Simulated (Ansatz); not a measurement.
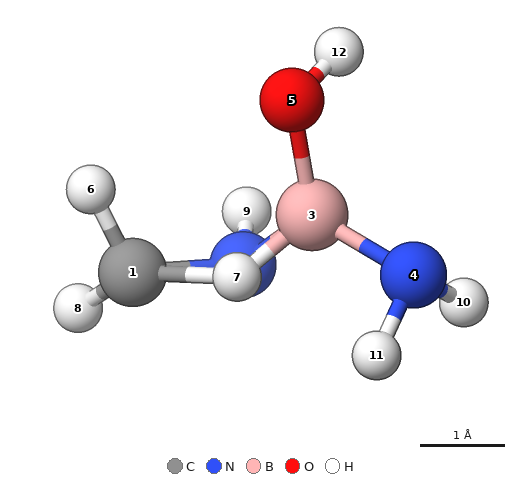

This is the input geometry for a relaxation of CH7BN2O. The picture is a ball-and-stick view, seen at a tilt.

The run prepares an end point of a later path (hydrogen shift) calculation, from a guessed geometry.

All numbers below come from RKS PBE/def2-SVP in Ansatz.

Input
```yaml
crystal:
  periodic: [false, false, false]
  atoms:
    - { symbol: C, position_ang: [-1.3808, 0.5553, -0.6131] }
    - { symbol: "N", position_ang: [-0.5408, -0.5476, -0.4485] }
    - { symbol: B, position_ang: [0.7068, -0.1108, 0.2633] }
    - { symbol: "N", position_ang: [1.1672, -0.7149, 1.6196] }
    - { symbol: O, position_ang: [1.6354, 0.866, -0.3458] }
    - { symbol: H, position_ang: [-0.952, 1.4067, -1.2482] }
    - { symbol: H, position_ang: [-0.41044, 0.21324, 0.38847] }
    - { symbol: H, position_ang: [-2.3147, 0.2822, -1.1481] }
    - { symbol: H, position_ang: [-0.2514, -0.8695, -1.3529] }
    - { symbol: H, position_ang: [1.1398, -1.759, 1.5102] }
    - { symbol: H, position_ang: [0.2829, -0.5335, 2.2879] }
    - { symbol: H, position_ang: [2.2838, 0.346, -0.8554] }
basis:
  gaussian: { orbitals: def2-SVP }
hamiltonian:
  xc: pbe
relax:
  f_tol: 0.02
  max_steps: 50
```

Run as
```bash
ansatz run input.yaml --threads 2 --pin off --max-ram 3072MiB --backend cpu --events-out ev --progress --plain --runs-dir out
```

**Predict the outcome.**

The energy falls by 203.7 kcal/mol in 22 accepted moves (23 points after the start). The largest force component goes from 7.1 to 0.019 eV/Å. The line search rejected the trial step at point 18 of the run. The forces were under the threshold at step 20, but the run went on from there. The largest move after the best rigid fit is that of H10, 1.53 Å. By element the largest moves are H 1.53 Å, O 1.05 Å, N 0.99 Å, B 0.42 Å, C 0.35 Å. Among the contacts that change: B3–H7 1.170 → 2.740 Å, N2–H7 1.139 → 2.101 Å, C1–H7 1.436 → 1.110 Å, B3–N4 1.554 → 1.436 Å. Bonds break: B3–H7 (1.17 → 2.74 Å). Bond angles that change, for instance: B3–N4–H11 102.9° → 122.4°, C1–N2–B3 109.0° → 128.0°, B3–N4–H10 106.7° → 122.5°. Groups turn about B3–O5 by about 75°. Cost: 51 s on 2 threads of Arm Neoverse V2, on a shared host, peak memory 0.15 GiB.

History of the run:

```csv
step,"E − E(0), kcal/mol","largest force component, eV/Å",note
0,0.00,7.1072,
1,-50.74,4.4592,
2,-97.19,3.8078,
3,-128.73,2.8720,
4,-148.33,1.9196,
5,-160.60,1.3148,
6,-170.76,1.2246,
7,-179.48,0.8337,
8,-186.88,1.2956,
9,-193.22,0.6327,
10,-197.42,0.6695,
11,-198.75,0.7641,
12,-201.17,0.5468,
13,-202.76,0.2880,
14,-203.34,0.1485,
15,-203.44,0.1159,
16,-203.48,0.0965,
17,-203.57,0.1792,
18,-203.36,0.4660,rejected
19,-203.63,0.0713,
20,-203.67,0.0172,
21,-203.67,0.0707,
22,-203.68,0.0486,
23,-203.68,0.0193,
```

Final geometry:

```xyz
12

C    -1.5027    0.2540   -0.4850
N    -0.1060    0.2480   -0.8382
B     1.0067   -0.1281   -0.0233
N     0.8422   -0.6845    1.2907
O     2.2680    0.0647   -0.5880
H    -2.0364    1.1348   -0.9061
H    -1.6188    0.3210    0.6173
H    -2.0652   -0.6538   -0.8163
H     0.1010    0.4748   -1.8115
H    -0.0737   -0.8484    1.7046
H     1.5870   -0.6747    1.9854
H     2.9636   -0.3737   -0.0721
```

After the run, drawn alike:

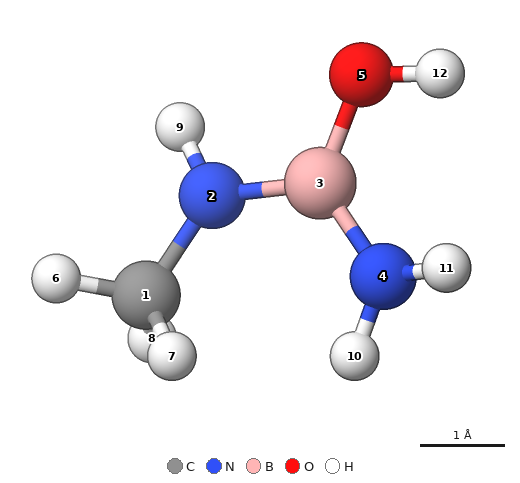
